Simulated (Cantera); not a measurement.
A closed system holds: 1 mol SiCl₄, 97 mol H₂, 0.27 mol HCl, held at 13300 Pa.

These are equilibrium values from Cantera (NASA tables, ideal gas, pure condensed phases), not measurements of a reactor. Candidate condensed phases: Si; 19 gas species. The tables' values for SiCl₃, SiCl are old estimates; treat these amounts as uncertain. Gases not in the tables: Si₂H₆ and higher silanes. The numbers say what is thermodynamically allowed, not how fast it happens.

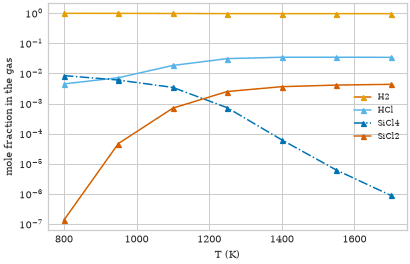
Figure. Equilibrium gas composition (values under 1e-9 drawn at 1e-9)

From 800 K to 950 K nothing is condensed. From 1100 K to 1550 K the condensed part is Si(s). At 1700 K the condensed part is Si(l). The main Si-bearing gas is SiCl₄ at 800 K and SiCl₂ at 1700 K.
